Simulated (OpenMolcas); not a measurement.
Single-point calculation of SnH3Br (part 1 of 2)

SnH3Br, computed with SOS-MP2/def2-TZVPPD, RHF (OpenMolcas 26.06).

The geometry comes from this level: GFN2-xTB.

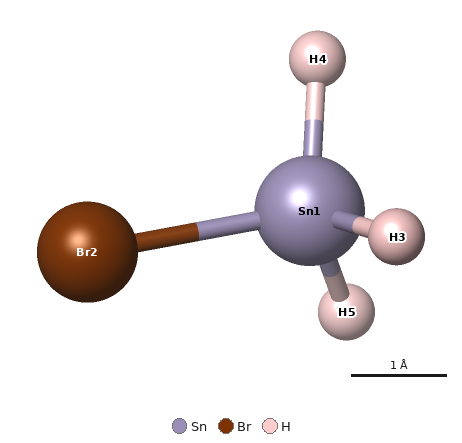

The input geometry (ball-and-stick view, seen at a tilt; atoms are numbered from 1 in the order of the input). Sticks mark near contacts. Bond lengths as drawn: Br–Sn 2.46 Å and H–Sn 1.67 Å.

## Input file
```
&gateway
  baslib = $CurrDir
  coord
  5
  angstrom
  Sn      -0.001560       0.001550      -0.201000
  Br       0.012690      -0.020700       2.254080
  H        1.598490       0.011380      -0.692950
  H       -0.808630       1.392010      -0.667020
  H       -0.800990      -1.384240      -0.693110
  basis = def2-TZVPPD
  group = NoSym
  ricd
  acd
  cdthreshold = 1e-06

&seward

&scf
  iterations = 93
  nodamp
  prorbitals = 1 1

&mbpt2
  sosmp2
  frozen = 13
```

Run as:
```bash
export MOLCAS_MEM=300
pymolcas job.inp > job.log
```

## Log
```
--- Start Module: gateway ---

                                              &GATEWAY

                       available to each process: 300 MB of memory, 1 thread

 Basis Set     1 Label: SN.DEF2-TZVPPD
 Basis set is read from library:.
 basistype.tbl is not found

 Basis Set     2 Label: BR.DEF2-TZVPPD
 Basis set is read from library:.
 basistype.tbl is not found

 Basis Set     3 Label: H.DEF2-TZVPPD
 Basis set is read from library:.
 basistype.tbl is not found

++    Symmetry information:
      ---------------------

                    Character Table for C1

                             E
                    a        1  x, y, xy, Rz, z, xz, Ry, yz, Rx, I
--

++    Basis set information:
      ----------------------

      Basis set label: SN.DEF2-TZVPPD....ECP.....

      Electronic valence basis set:
      ------------------
      Associated Effective Charge  22.000000 au
      Associated Actual Charge     50.000000 au
      Nuclear Model: Point charge

      Shell  nPrim  nBasis  Cartesian Spherical Contaminant
         s      11       7        X
         p       9       5        X
         d       9       4                 X
         f       2       2                 X

      Pseudo Potential specification:
      =======================================

      Number of Core Electrons:  28

      Potential  nTerms
           H       2
         s-H       4
         p-H       6
         d-H       6

      Effective Core Potential specification:
      =======================================

      Basis set label: BR.DEF2-TZVPPD.........

      Electronic valence basis set:
      ------------------
      Associated Effective Charge  35.000000 au
      Associated Actual Charge     35.000000 au
      Nuclear Model: Point charge

      Shell  nPrim  nBasis  Cartesian Spherical Contaminant
         s      18       7        X
         p      14       6        X
         d       9       5                 X
         f       1       1                 X

      Basis set label: H.DEF2-TZVPPD.........

      Electronic valence basis set:
      ------------------
      Associated Effective Charge   1.000000 au
      Associated Actual Charge      1.000000 au
      Nuclear Model: Point charge

      Shell  nPrim  nBasis  Cartesian Spherical Contaminant
         s       5       3        X
         p       3       3        X
         d       1       1                 X
--

++    Molecular structure info:
      -------------------------

                    ************************************************
                    **** Cartesian Coordinates / bohr, angstrom ****
                    ************************************************

     Center  Label                x              y              z                     x              y              z
        1      SN1             -0.002948       0.002929      -0.379835             -0.001560       0.001550      -0.201000
        2      BR2              0.023981      -0.039117       4.259594              0.012690      -0.020700       2.254080
        3      H3               3.020708       0.021505      -1.309486              1.598490       0.011380      -0.692950
        4      H4              -1.528089       2.630518      -1.260485             -0.808630       1.392010      -0.667020
        5      H5              -1.513652      -2.615834      -1.309788             -0.800990      -1.384240      -0.693110

                    ***************************************
                    *    InterNuclear Distances / bohr    *
                    ***************************************

               1 SN1           2 BR2           3 H3            4 H4            5 H5
    1 SN1      0.000000
    2 BR2      4.639697        0.000000
    3 H3       3.163399        6.324452        0.000000
    4 H4       3.163198        6.325120        5.244131        0.000000
    5 H5       3.163062        6.326279        5.245568        5.246604        0.000000

                    *******************************************
                    *    InterNuclear Distances / angstrom    *
                    *******************************************

               1 SN1           2 BR2           3 H3            4 H4            5 H5
    1 SN1      0.000000
    2 BR2      2.455222        0.000000
    3 H3       1.673999        3.346756        0.000000
    4 H4       1.673892        3.347109        2.775074        0.000000
    5 H5       1.673820        3.347722        2.775835        2.776383        0.000000
--

            Nuclear Potential Energy            203.99588495 au

--- Stop Module: gateway /rc=_RC_ALL_IS_WELL_ ---

--- Start Module: seward ---

                                              &SEWARD

                       available to each process: 300 MB of memory, 1 thread

               SEWARD will generate:
                  Multipole Moment integrals up to order  2
                  Kinetic Energy integrals
                  Nuclear Attraction integrals (point charge)
                  One-Electron Hamiltonian integrals modified with ECP contributions
                  Velocity integrals
                  Pseudo Potential integrals
                  Orbital angular momentum around (  0.0075  -0.0134   1.4204 )
                  Velocity quadrupole around (  0.0075  -0.0134   1.4204 )
                  RI decomposed two-electron repulsion integrals stored Cholesky style
                   - aCD auxiliary basis
                   - CD Threshold:   1.00E-06

                   Integrals are discarded if absolute value <: 1.00E-14
                   Integral cutoff threshold is set to       <: 1.00E-16

            Nuclear Potential Energy            203.99588495 au

      Basis set specifications :
      Symmetry species         a
      Basis functions          164

--- Stop Module: seward /rc=_RC_ALL_IS_WELL_ ---
--- Module seward spent 3 seconds ---

--- Start Module: scf ---

                                                &SCF

                       available to each process: 300 MB of memory, 1 thread

++    Input section:
      --------------

      Header of the integral files:

      Cartesian coordinates in angstrom:
      -----------------------------------------------------
      No.  Label        X            Y            Z
      -----------------------------------------------------
       1   SN1       -0.00156000   0.00155000  -0.20100000
       2   BR2        0.01269000  -0.02070000   2.25408000
       3   H3         1.59849000   0.01138000  -0.69295000
       4   H4        -0.80863000   1.39201000  -0.66702000
       5   H5        -0.80099000  -1.38424000  -0.69311000
      -----------------------------------------------------
      Nuclear repulsion energy =  203.99588495
--

++    Orbital specifications:
      -----------------------

      Symmetry species               1
                                     a
      Frozen orbitals                0
      Occupied orbitals             30
      Secondary orbitals           134
      Deleted orbitals               0
      Total number of orbitals     164
      Number of basis functions    164
--

      Molecular charge                           0.000

++    Optimization specifications:
      ----------------------------

      SCF Algorithm: LK-RI/DF
      LK screening threshold:                     4.50E-02
      Local-Exchange (LK) algorithm.
       - the density matrix is decomposed
      The actual AO density is used
      Number of density matrices in core                 5
      Maximum number of NDDO SCF iterations             93
      Maximum number of HF SCF iterations               93
      Threshold for SCF energy change             1.00E-09
      Threshold for density matrix                1.00E-04
      Threshold for Fock matrix                   1.50E-04
      Threshold for linear dependence             1.00E-09
      Threshold at which DIIS is turned on        1.50E-01
      Maximum depth in the DIIS procedure                5
      Maximum depth in the BFGS Hessian update          30
      Threshold at which QNR/C2DIIS is turned on  7.50E-02
      Threshold for Norm(delta) (QNR/C2DIIS)      1.00E-03
      All orbitals punched on: SCFORB
--

      Input vectors read from INPORB
      Orbital file label: *Guess orbitals

++ Convergence information
                                   SCF        iterations: Energy and convergence statistics

Iter     Tot. SCF        One-elec.       Two-elec.     Energy      Max Dij or  Max Fij      DNorm      TNorm      AccCon     Time
         Energy          Energy          Energy        Change      Delta Norm                                                in Sec.

 The total and one-electron energies are shifted by a value of      2000. a.u.

   1  -751.887814138 -2325.856865252  1369.973166168   0.00E+00    5.67E-01*   1.34E+01*    5.24E+01   4.35E+02   None         0.
   2  -787.434232377 -2369.528476333  1378.098359011  -3.55E+01*   9.60E-02*   4.26E-01*    1.74E+01   4.37E+02   c2DIIS       1.
   3  -787.521867121 -2367.755585318  1376.237833251  -8.76E-02*   1.50E-02*   3.22E-02*    1.62E+01   4.36E+02   c2DIIS       1.
   4  -787.543673529 -2368.156049107  1376.616490632  -2.18E-02*   1.46E-02*   4.67E-03*    1.65E+01   4.36E+02   QNRc2DIIS    1.
   5  -787.543983312 -2368.312997386  1376.773129128  -3.10E-04*   4.63E-03*   2.02E-03*    1.64E+01   4.36E+02   QNRc2DIIS    1.
   6  -787.544075224 -2368.261546394  1376.721586225  -9.19E-05*   2.19E-03*   3.21E-04*    1.65E+01   4.36E+02   QNRc2DIIS    1.
   7  -787.544079962 -2368.272305174  1376.732340266  -4.74E-06*   3.31E-04    7.95E-05     1.65E+01   4.36E+02   QNRc2DIIS    1.
   8  -787.544080053 -2368.260236306  1376.720271307  -9.08E-08*   7.01E-05    7.04E-05     1.65E+01   4.36E+02   QNRc2DIIS    1.
   9  -787.544080080 -2368.266317927  1376.726352902  -2.63E-08*   2.21E-05    7.85E-06     1.65E+01   4.36E+02   QNRc2DIIS    1.
  10  -787.544080080 -2368.266388619  1376.726423593  -8.50E-10    6.89E-06    1.21E-06     1.65E+01   4.36E+02   QNRc2DIIS    1.

       Convergence after  10 Iterations
--

 *****************************************************************************************************************************
 *                                             SCF/KS-DFT Program, Final results                                             *
 *                                                       Final Results                                                       *
 *****************************************************************************************************************************

::    Total SCF energy                              -2787.5440800804
      One-electron energy                           -4368.2663886191
      Two-electron energy                            1376.7264235934
      Nuclear repulsion energy                        203.9958849454
      Kinetic energy (interpolated)                  2656.9300721411
      Virial theorem                                    1.0491597462
      Total spin, S(S+1)                                0.0000000000
      Total spin, S                                     0.0000000000
      Max non-diagonal density matrix element           0.0000052756
      Max non-diagonal Fock matrix element              0.0000041762
```
